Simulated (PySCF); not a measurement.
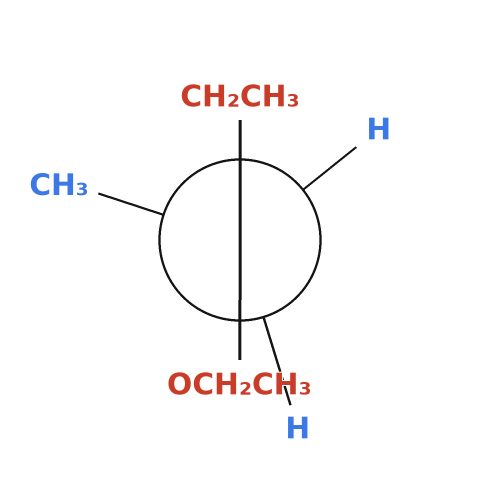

A Newman projection along the In–C bond, indium in front; angles are drawn as computed, but eclipsed bonds slightly apart. The computed structure is the end point of a PBE0-D3(BJ)/def2-SVP optimisation. No frequency run is at hand to confirm it as a minimum.

Which molecule is it?

C6H15InO, CC[O][In]([CH2]C)[CH2]C

What is the torsion angle from the front OCH2CH3 to the back CH3? The sign is positive where the front bond must turn clockwise to cover the back bond.

108°, anticlinal.
